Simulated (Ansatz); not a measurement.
Electronic density of states of amorphous Hf₁₀Si₁₀O₃₁N₆, density 5.26 g/cm³, on a 2×2×2 Γ-centred mesh with a Gaussian width of 0.1 eV; energies count from the Fermi level, whose place inside the gap is arbitrary. Cell and mesh are small, so fine structure isn't converged. All values below come from PBE, scalar-relativistic without spin-orbit coupling (plane waves to 420 eV, PAW; Ansatz, a quantum-chemistry and plane-wave program). Sampling: a 2×2×2 Γ-centred mesh; Fermi-Dirac width 0.02 eV; no spin polarisation.

The cell was made by melting and quenching with the CHGNet potential and then relaxed with DFT. O and N atoms were pushed apart under 1.9 Å during the dynamics, to hinder bonds among them. The hot cell started wider than the set density and was brought back towards it in steps. It is the lowest in DFT energy of 2 quenches. It is a model cell: composition and starting density were chosen by hand, and all elements were melted together. No dispersion term was used. Its density started from a set value of 5.52 and ended at 5.26 g/cm³. Cooling (nominally 600 K/ps over its main leg) ran many orders faster than in experiment, which tends to leave more defects and strain. Values belong to this one cell and scatter from quench to quench. Volume and shape were free in the relaxation.

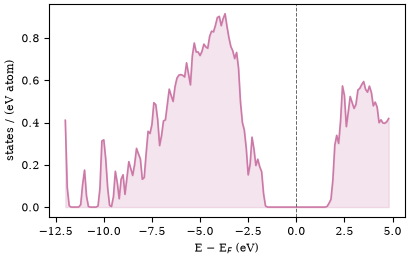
Figure. Density of states per atom

The gap on this mesh is 3.53 eV; the broadening fills part of it in the curve.
